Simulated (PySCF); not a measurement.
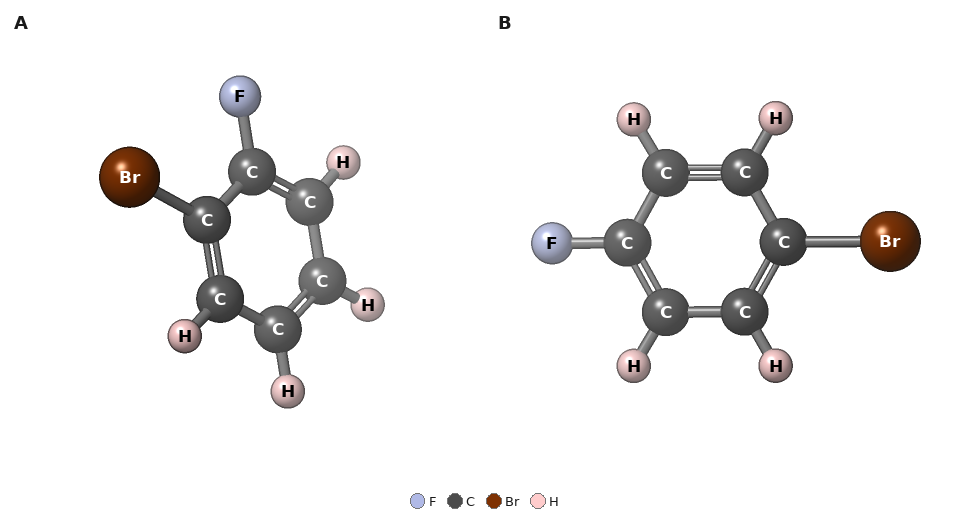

Atoms fade into the background with distance from the viewer. The computed structure is the end point of a PBE0-D3(BJ)/def2-SVP optimisation. No frequency run is at hand to confirm it as a minimum.

### How are A and B related: the same structure turned, mirror images, conformers, diastereomers or constitutional isomers?

They are constitutional isomers of C6H4BrF: A is Fc1ccccc1Br, B is Fc1ccc(Br)cc1
